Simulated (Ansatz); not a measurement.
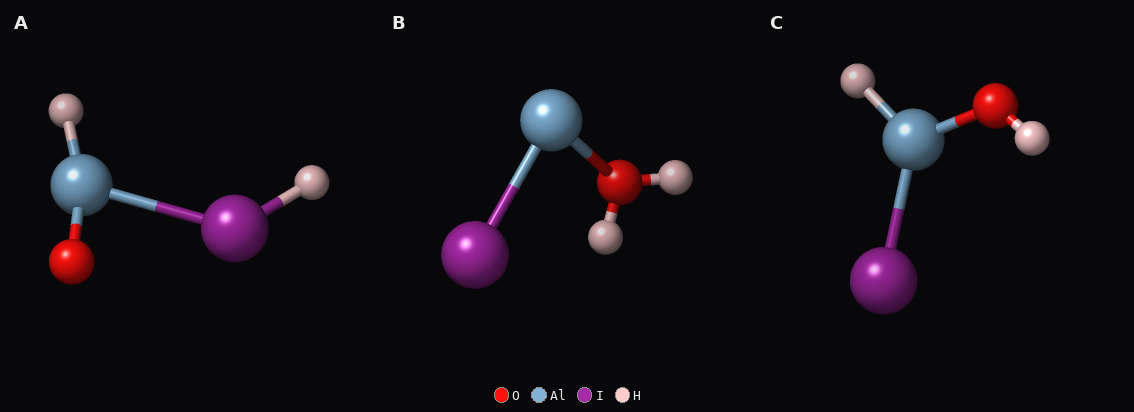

3 stationary structures of one formula. Geometries: PBE0-D4/def2-TZVP. Electronic energies: RHF-CCSD(T) (frozen core)/def2-TZVPP (Ansatz 0.2.0), without zero-point energy. No frequency run is at hand to confirm each as a minimum.

**Rank them by energy, lowest first.**

C is lowest (Cs); B lies 151.1 kJ/mol above it (C1), A lies 356.1 kJ/mol above it (Cs).
